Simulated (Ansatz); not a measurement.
## Molecular dynamics of Si₂H₂ (part 2 of 2)

The same run, continued: Si₂H₂; RKS PBE0-D4/def2-SVP (Ansatz 0.2.0). 

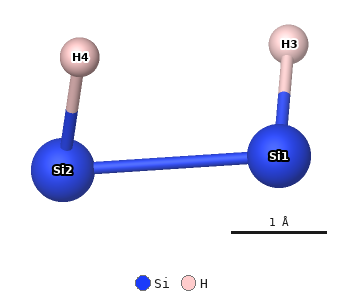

**Figure 1.** The geometry at step 27 of the log (ball-and-stick view, seen at a tilt; atoms are numbered from 1 in the order of the input).

**Trajectory as extended XYZ, continued**
```
4
Properties=species:S:1:pos:R:3:forces:R:3 step=13 time_fs=13.0 energy=-15772.46189 temperature=153.9
Si    0.2070   -0.1655    1.1771   -0.3622   0.0277   0.1089
Si   -1.0013    0.0226   -0.7466    0.2321   0.8947   0.0125
H     1.1028   -1.2711    0.6598    0.3392  -0.0200  -0.1564
H    -0.2710    1.4423   -0.9752   -0.2091  -0.9024   0.0350
4
Properties=species:S:1:pos:R:3:forces:R:3 step=14 time_fs=14.0 energy=-15772.47707 temperature=169.4
Si    0.2071   -0.1621    1.1760   -0.3573   0.0243   0.1005
Si   -1.0025    0.0193   -0.7489    0.1900   0.7746   0.0387
H     1.1163   -1.2564    0.6553    0.3241  -0.0086  -0.1573
H    -0.2682    1.4261   -0.9680   -0.1568  -0.7903   0.0181
4
Properties=species:S:1:pos:R:3:forces:R:3 step=15 time_fs=15.0 energy=-15772.49805 temperature=202.5
Si    0.2069   -0.1592    1.1746   -0.3092  -0.0246   0.0722
Si   -1.0037    0.0166   -0.7509    0.1050   0.5630   0.0768
H     1.1345   -1.2426    0.6493    0.2640   0.0464  -0.1362
H    -0.2682    1.4020   -0.9619   -0.0597  -0.5848  -0.0129
4
Properties=species:S:1:pos:R:3:forces:R:3 step=16 time_fs=16.0 energy=-15772.51638 temperature=246.9
Si    0.2066   -0.1561    1.1729   -0.2400  -0.0856   0.0434
Si   -1.0050    0.0139   -0.7526   -0.0179   0.2879   0.1159
H     1.1534   -1.2277    0.6384    0.1856   0.1135  -0.1082
H    -0.2681    1.3728   -0.9573    0.0722  -0.3158  -0.0510
4
Properties=species:S:1:pos:R:3:forces:R:3 step=17 time_fs=17.0 energy=-15772.52777 temperature=245.6
Si    0.2064   -0.1530    1.1711   -0.1443  -0.1575   0.0079
Si   -1.0060    0.0109   -0.7540   -0.1432   0.0172   0.1435
H     1.1746   -1.2117    0.6245    0.0833   0.1953  -0.0705
H    -0.2643    1.3439   -0.9553    0.2042  -0.0550  -0.0809
4
Properties=species:S:1:pos:R:3:forces:R:3 step=18 time_fs=18.0 energy=-15772.53381 temperature=248.0
Si    0.2060   -0.1499    1.1696   -0.0439  -0.2181  -0.0323
Si   -1.0072    0.0081   -0.7555   -0.2509  -0.2186   0.1620
H     1.1970   -1.1939    0.6099   -0.0249   0.2697  -0.0317
H    -0.2562    1.3174   -0.9563    0.3197   0.1670  -0.0980
4
Properties=species:S:1:pos:R:3:forces:R:3 step=19 time_fs=19.0 energy=-15772.53702 temperature=253.3
Si    0.2060   -0.1472    1.1680    0.0339  -0.2473  -0.0705
Si   -1.0091    0.0056   -0.7572   -0.3417  -0.4215   0.1791
H     1.2186   -1.1732    0.5947   -0.1140   0.3152  -0.0033
H    -0.2450    1.2925   -0.9578    0.4217   0.3536  -0.1053
4
Properties=species:S:1:pos:R:3:forces:R:3 step=20 time_fs=20.0 energy=-15772.54023 temperature=288.4
Si    0.2063   -0.1449    1.1661    0.1020  -0.2571  -0.1066
Si   -1.0113    0.0029   -0.7589   -0.4073  -0.5703   0.1850
H     1.2396   -1.1508    0.5785   -0.1930   0.3435   0.0202
H    -0.2291    1.2693   -0.9591    0.4983   0.4839  -0.0986
4
Properties=species:S:1:pos:R:3:forces:R:3 step=21 time_fs=21.0 energy=-15772.54570 temperature=296.9
Si    0.2066   -0.1432    1.1638    0.1650  -0.2502  -0.1430
Si   -1.0138    0.0001   -0.7608   -0.4343  -0.6491   0.1762
H     1.2607   -1.1265    0.5627   -0.2656   0.3570   0.0408
H    -0.2087    1.2483   -0.9615    0.5349   0.5423  -0.0740
4
Properties=species:S:1:pos:R:3:forces:R:3 step=22 time_fs=22.0 energy=-15772.55647 temperature=334.4
Si    0.2071   -0.1420    1.1609    0.2064  -0.2107  -0.1697
Si   -1.0164   -0.0023   -0.7629   -0.3988  -0.6257   0.1449
H     1.2816   -1.0987    0.5491   -0.3122   0.3394   0.0494
H    -0.1829    1.2321   -0.9653    0.5046   0.4971  -0.0246
4
Properties=species:S:1:pos:R:3:forces:R:3 step=23 time_fs=23.0 energy=-15772.57291 temperature=386.0
Si    0.2079   -0.1413    1.1574    0.2034  -0.1221  -0.1745
Si   -1.0186   -0.0045   -0.7650   -0.2958  -0.5004   0.0892
H     1.2992   -1.0661    0.5366   -0.3075   0.2743   0.0338
H    -0.1498    1.2204   -0.9693    0.4000   0.3483   0.0515
4
Properties=species:S:1:pos:R:3:forces:R:3 step=24 time_fs=24.0 energy=-15772.58884 temperature=449.2
Si    0.2088   -0.1407    1.1541    0.1622   0.0025  -0.1665
Si   -1.0206   -0.0070   -0.7672   -0.1478  -0.3256   0.0233
H     1.3132   -1.0290    0.5232   -0.2610   0.1743  -0.0011
H    -0.1105    1.2102   -0.9732    0.2466   0.1488   0.1443
4
Properties=species:S:1:pos:R:3:forces:R:3 step=25 time_fs=25.0 energy=-15772.59858 temperature=482.0
Si    0.2093   -0.1397    1.1512    0.1045   0.1393  -0.1555
Si   -1.0227   -0.0097   -0.7694    0.0258  -0.1353  -0.0456
H     1.3244   -0.9897    0.5091   -0.1940   0.0617  -0.0441
H    -0.0666    1.2002   -0.9756    0.0638  -0.0657   0.2452
4
Properties=species:S:1:pos:R:3:forces:R:3 step=26 time_fs=26.0 energy=-15772.59994 temperature=449.6
Si    0.2094   -0.1382    1.1486    0.0421   0.2704  -0.1490
Si   -1.0245   -0.0126   -0.7717    0.1969   0.0334  -0.1049
H     1.3337   -0.9511    0.4958   -0.1202  -0.0475  -0.0873
H    -0.0214    1.1898   -0.9743   -0.1188  -0.2563   0.3413
4
Properties=species:S:1:pos:R:3:forces:R:3 step=27 time_fs=27.0 energy=-15772.59464 temperature=387.4
Si    0.2095   -0.1368    1.1465   -0.0140   0.3833  -0.1543
Si   -1.0264   -0.0157   -0.7737    0.3465   0.1601  -0.1455
H     1.3426   -0.9142    0.4830   -0.0535  -0.1425  -0.1233
H     0.0204    1.1791   -0.9686   -0.2790  -0.4009   0.4231
4
Properties=species:S:1:pos:R:3:forces:R:3 step=28 time_fs=28.0 energy=-15772.58793 temperature=372.4
Si    0.2097   -0.1352    1.1445   -0.0474   0.4659  -0.1827
Si   -1.0287   -0.0188   -0.7757    0.4654   0.2407  -0.1633
H     1.3518   -0.8809    0.4702   -0.0130  -0.2107  -0.1418
H     0.0579    1.1667   -0.9570   -0.4050  -0.4959   0.4879
4
Properties=species:S:1:pos:R:3:forces:R:3 step=29 time_fs=29.0 energy=-15772.58479 temperature=365.9
Si    0.2100   -0.1330    1.1424   -0.0532   0.5203  -0.2365
Si   -1.0310   -0.0217   -0.7774    0.5455   0.2712  -0.1603
H     1.3622   -0.8504    0.4585   -0.0024  -0.2544  -0.1399
H     0.0917    1.1501   -0.9393   -0.4899  -0.5370   0.5368
4
Properties=species:S:1:pos:R:3:forces:R:3 step=30 time_fs=30.0 energy=-15772.58854 temperature=369.5
Si    0.2102   -0.1304    1.1403   -0.0188   0.5442  -0.3133
Si   -1.0327   -0.0245   -0.7785    0.5777   0.2505  -0.1458
H     1.3747   -0.8219    0.4466   -0.0307  -0.2727  -0.1126
H     0.1209    1.1283   -0.9163   -0.5282  -0.5220   0.5718
4
Properties=species:S:1:pos:R:3:forces:R:3 step=31 time_fs=31.0 energy=-15772.59893 temperature=391.7
Si    0.2103   -0.1273    1.1386    0.0521   0.5396  -0.4200
Si   -1.0339   -0.0270   -0.7799    0.5713   0.1872  -0.1163
H     1.3888   -0.7950    0.4332   -0.0999  -0.2683  -0.0593
H     0.1451    1.1014   -0.8892   -0.5235  -0.4585   0.5957
4
Properties=species:S:1:pos:R:3:forces:R:3 step=32 time_fs=32.0 energy=-15772.61444 temperature=433.0
Si    0.2106   -0.1237    1.1374    0.1382   0.5178  -0.5520
Si   -1.0350   -0.0293   -0.7814    0.5315   0.0900  -0.0698
H     1.4038   -0.7695    0.4195   -0.1919  -0.2521   0.0101
H     0.1645    1.0708   -0.8569   -0.4778  -0.3556   0.6117
4
Properties=species:S:1:pos:R:3:forces:R:3 step=33 time_fs=33.0 energy=-15772.63479 temperature=437.6
Si    0.2119   -0.1199    1.1364    0.1980   0.4986  -0.6853
Si   -1.0357   -0.0315   -0.7825    0.4637  -0.0265  -0.0098
H     1.4162   -0.7467    0.4059   -0.2653  -0.2429   0.0719
H     0.1794    1.0388   -0.8178   -0.3963  -0.2292   0.6232
4
Properties=species:S:1:pos:R:3:forces:R:3 step=34 time_fs=34.0 energy=-15772.65812 temperature=423.6
Si    0.2136   -0.1163    1.1353    0.2204   0.4869  -0.8072
Si   -1.0359   -0.0337   -0.7835    0.3874  -0.1401   0.0555
H     1.4240   -0.7282    0.3932   -0.3070  -0.2442   0.1173
H     0.1920    1.0078   -0.7741   -0.3008  -0.1026   0.6344
4
Properties=species:S:1:pos:R:3:forces:R:3 step=35 time_fs=35.0 energy=-15772.68563 temperature=487.3
Si    0.2153   -0.1125    1.1338    0.2298   0.4703  -0.9204
Si   -1.0356   -0.0354   -0.7845    0.3097  -0.2427   0.1175
H     1.4275   -0.7146    0.3791   -0.3378  -0.2444   0.1571
H     0.2032    0.9784   -0.7246   -0.2017   0.0168   0.6457
4
Properties=species:S:1:pos:R:3:forces:R:3 step=36 time_fs=36.0 energy=-15772.71934 temperature=551.5
Si    0.2169   -0.1086    1.1320    0.2050   0.4552  -1.0168
Si   -1.0353   -0.0372   -0.7854    0.2559  -0.3165   0.1834
H     1.4271   -0.7040    0.3659   -0.3402  -0.2505   0.1808
H     0.2137    0.9521   -0.6669   -0.1207   0.1117   0.6527
4
Properties=species:S:1:pos:R:3:forces:R:3 step=37 time_fs=37.0 energy=-15772.76049 temperature=647.4
Si    0.2186   -0.1047    1.1304    0.1141   0.4492  -1.0743
Si   -1.0348   -0.0393   -0.7866    0.2461  -0.3491   0.2636
H     1.4222   -0.6966    0.3586   -0.2859  -0.2742   0.1696
H     0.2245    0.9289   -0.6009   -0.0742   0.1742   0.6410
4
Properties=species:S:1:pos:R:3:forces:R:3 step=38 time_fs=38.0 energy=-15772.80519 temperature=737.4
Si    0.2201   -0.1006    1.1291   -0.0281   0.4391  -1.0769
Si   -1.0341   -0.0418   -0.7878    0.2845  -0.3410   0.3581
H     1.4127   -0.6926    0.3556   -0.1863  -0.3144   0.1294
H     0.2366    0.9073   -0.5280   -0.0701   0.2163   0.5894
4
Properties=species:S:1:pos:R:3:forces:R:3 step=39 time_fs=39.0 energy=-15772.84544 temperature=829.7
Si    0.2214   -0.0961    1.1279   -0.1870   0.3959  -1.0121
Si   -1.0333   -0.0442   -0.7892    0.3677  -0.2996   0.4661
H     1.4012   -0.6896    0.3528   -0.0734  -0.3610   0.0790
H     0.2487    0.8878   -0.4488   -0.1072   0.2647   0.4670
4
Properties=species:S:1:pos:R:3:forces:R:3 step=40 time_fs=40.0 energy=-15772.87148 temperature=902.2
Si    0.2230   -0.0912    1.1265   -0.3437   0.2895  -0.8622
Si   -1.0329   -0.0466   -0.7905    0.4879  -0.2337   0.5901
H     1.3897   -0.6887    0.3494    0.0315  -0.4051   0.0295
H     0.2603    0.8702   -0.3649   -0.1758   0.3493   0.2426
```

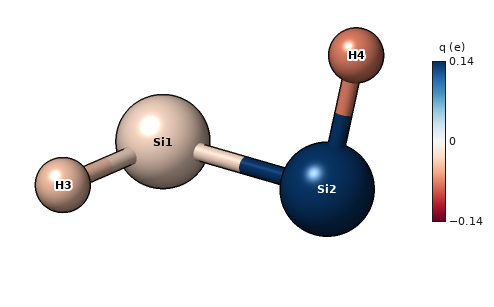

**Figure 2.** Mulliken charges, as the colour of each atom (ball-and-stick view, seen at a tilt; atoms are numbered from 1 in the order of the input). By element: Si −0.03 to +0.14 and H −0.07 to −0.04 e.

The run was set up as follows.

**Input**
```yaml
crystal:
  periodic: [false, false, false]
  atoms:
    - {symbol: Si, position_ang: [0.196490, -0.217120, 1.182350]}
    - {symbol: Si, position_ang: [-0.979120, 0.078030, -0.714810]}
    - {symbol: H, position_ang: [1.133230, -1.265020, 0.619860]}
    - {symbol: H, position_ang: [-0.350600, 1.404110, -1.087400]}
basis:
  gaussian: {orbitals: def2-SVP}
hamiltonian: {xc: pbe0, dispersion: d4}
md: {n_steps: 40, timestep: 1.0, temperature: 300, ensemble: nvt_langevin, seed: 843, friction: 0.01, initial_velocities: maxwell_boltzmann}
```

Command:
```bash
ansatz run in.yaml --threads 2 --pin off --events-out ev --progress --plain --max-ram 3481MiB
```

**Key numbers**

| quantity | value |
| --- | --- |
| outcome | finished |
| mean temperature over the second half | 477 K |
| trajectory | 40 steps, 40 fs |
| ensemble | nvt_langevin |
| temperature in the input | 300 K |
| time step | 1.0 fs |
| potential energy (last step) | −15772.8715 eV |
| mean-field energy (last step) | −15772.7994 eV |
| dispersion energy (last step) | −0.0721 eV |
| SCF solution under orbital rotations (last step) | stable |
| largest force (length of the vector) (last step) | 0.972 eV/Å |
| dipole moment (last step) | 0.76 D |
| hardware | 2 threads of AMD EPYC, 180 GiB of memory available, shared host |
| wall time | 77 s (CPU time 80 s) |
| peak memory | 0.1 GiB |

So short a trajectory is not equilibrated. The logged temperature at the start can lie below the typed one, since it is counted over all degrees of freedom. The temperature stays far from the 300 K of the thermostat over the second half: the run isn't equilibrated.
